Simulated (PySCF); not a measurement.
**C3H11NSSi (SMILES CC(C)N[SiH2]S): density, localisation and related maps**

```xyz
17

C    -1.1689    1.6103    0.4522
C    -0.6634    0.3606   -0.2645
C    -1.7023   -0.7593   -0.2128
N     0.5949   -0.0569    0.3172
Si    1.8081   -0.8751   -0.5616
S     3.4347   -1.1695    0.8135
H    -2.0696    1.9844   -0.0273
H    -1.3967    1.3807    1.4915
H    -0.4102    2.3884    0.4270
H    -0.4572    0.6027   -1.3121
H    -1.3293   -1.6375   -0.7341
H    -2.6293   -0.4408   -0.6821
H    -1.9108   -1.0323    0.8199
H     0.5059   -0.2304    1.3096
H     1.5460   -2.2282   -1.0472
H     2.2471    0.0104   -1.6348
H     3.5940    0.1045    1.1347
```

Geometry: GFN2-xTB.

All numbers below come from PBE0/pcSseg-1, SCF density, gas phase, non-relativistic in PySCF.

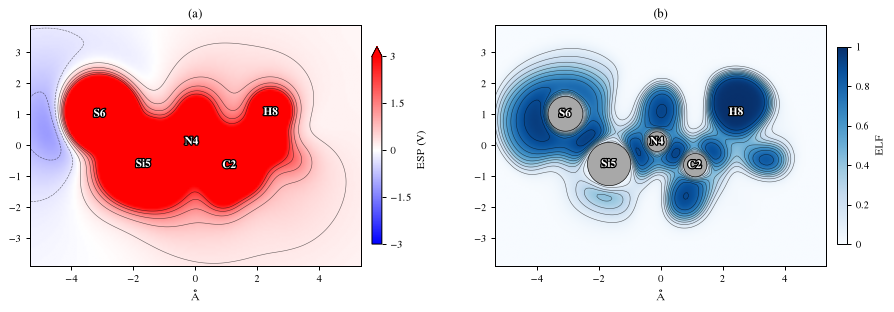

Figure 1. (a) molecular electrostatic potential; (b) electron localisation function on the plane of atoms N4, Si5 and S6. Grey discs cover the atomic cores in the ELF map.

Q: Interpret the plot.

A:
- Atoms in the plane: C, N, Si, S and H.
- C–N (1.45 Å): the ELF peaks at about 0.90 between the atoms: localised, covalent bonding.
- Si–N (1.71 Å): the ELF peaks at about 0.90 between the atoms (a polar covalent bond).
- Si–S (2.15 Å): the ELF peaks at about 0.95 between the atoms, as expected for localised, covalent bonding.
- The ELF also peaks beside S6, away from the bonds: lone-pair regions.
- Outside the dense part of the molecule the potential is most negative (−1.2 V) near S6.

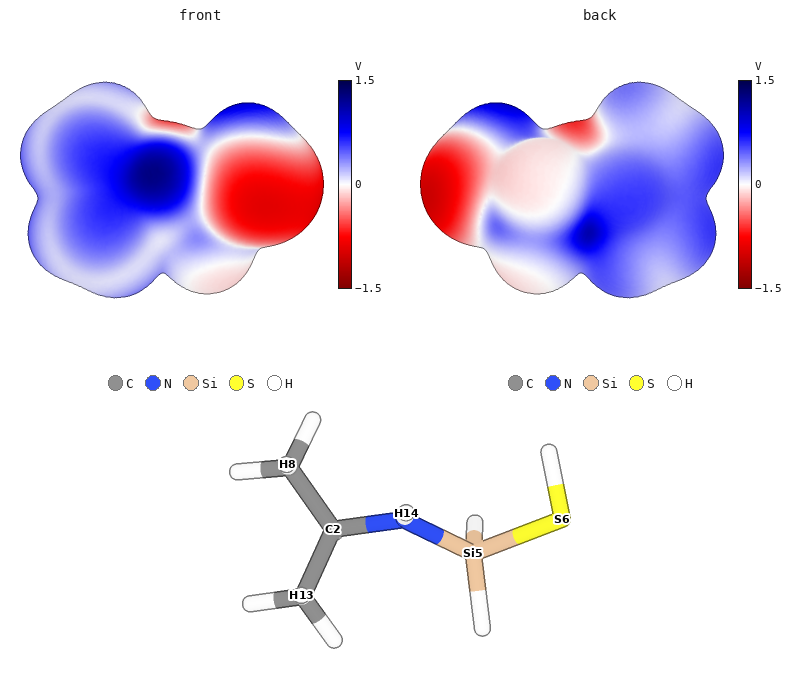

Figure 2. The electrostatic potential painted on the density surface at 0.001 e/bohr³, seen from the front and from behind; the colour scale runs from red (negative) to blue (positive). The bare structure is drawn below in the same view.

Q: Where is the surface potential most negative and most positive?

A: The most negative region (about −1.0 V) lies over S6, the most positive (about +1.2 V) over H14.

Q: How polar is the molecule by this calculation?

A: Its dipole moment is 2.59 D.
